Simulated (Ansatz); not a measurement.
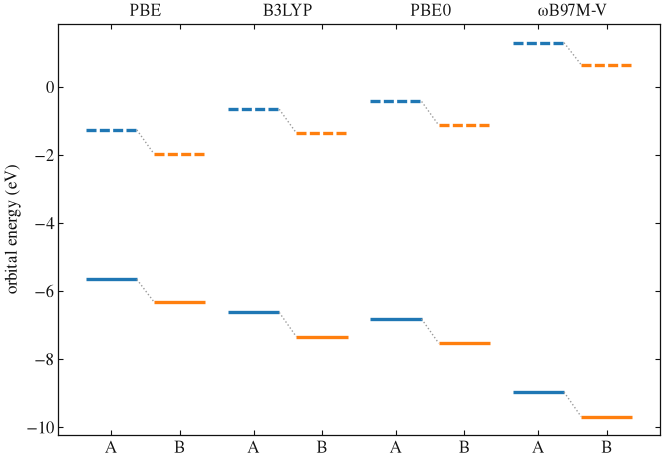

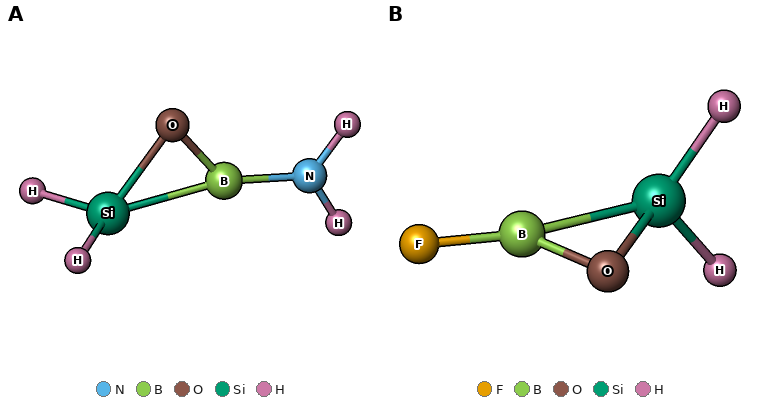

One change: A, BSiNH₄O (SMILES NB1O[SiH2]1), becomes B, BSiH₂OF (SMILES FB1O[SiH2]1). NH₂ on B is replaced by F. HOMO (solid) and LUMO (dashed) computed in def2-TZVPP at PBE0-D4/def2-TZVP geometries, both minima by their frequencies, gas phase, the Ansatz code. Empty levels above zero depend strongly on the basis.

What does the change do to HOMO and LUMO?

Answer. PBE: the HOMO falls by 0.66 eV, the LUMO falls by 0.70 eV, and the separation goes from 4.39 to 4.35 eV. B3LYP: the HOMO falls by 0.71 eV, the LUMO falls by 0.70 eV, and the separation goes from 5.97 to 5.99 eV. PBE0: the HOMO falls by 0.71 eV, the LUMO falls by 0.70 eV, and the separation goes from 6.39 to 6.41 eV. ωB97M-V: the HOMO falls by 0.72 eV, the LUMO falls by 0.65 eV, and the separation goes from 10.27 to 10.34 eV.

Do the functionals agree on the effect?

Answer. They agree on the direction for both levels; the HOMO shift lies between −0.72 and −0.66 eV and the LUMO shift between −0.70 and −0.65 eV, while the separations themselves differ by up to 6.0 eV between functionals.
